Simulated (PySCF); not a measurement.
C9H5F3, SMILES c1ccc(C#C)cc1C(F)(F)F at its GFN2-xTB optimised geometry (Å):

```
17

C     -2.4596    -2.3505    -0.0003
C     -1.8554    -1.3133     0.0018
C     -1.1490    -0.0865     0.0000
C     -1.8414     1.1246    -0.0027
C     -1.1498     2.3214    -0.0063
C      0.2346     2.3291    -0.0064
C      0.9228     1.1210     0.0000
C      2.4244     1.1502    -0.0233
F      2.9325     2.0504     0.8365
F      2.9026     1.4885    -1.2379
F      2.9849    -0.0274     0.2849
C      0.2453    -0.0865     0.0000
H     -2.9849    -3.2588    -0.0010
H     -2.9212     1.1154    -0.0022
H     -1.6895     3.2559    -0.0093
H      0.7823     3.2588    -0.0075
H      0.7856    -1.0210     0.0036
```

Calculation: PBE0/def2-SVP (PySCF). Cells within 0.4 Å of a nucleus heavier than hydrogen are left out (blank, or x).

Map of the LUMO amplitude (bohr^(-3/2)) on the plane z = 0.6 Å; orbital energy -1.46 eV, overall sign arbitrary:

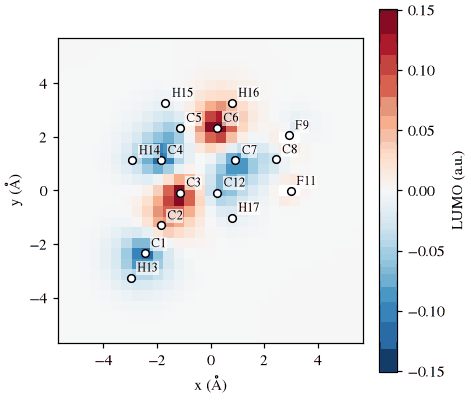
Figure. LUMO amplitude (bohr^(-3/2)) on the plane z = 0.6 Å.
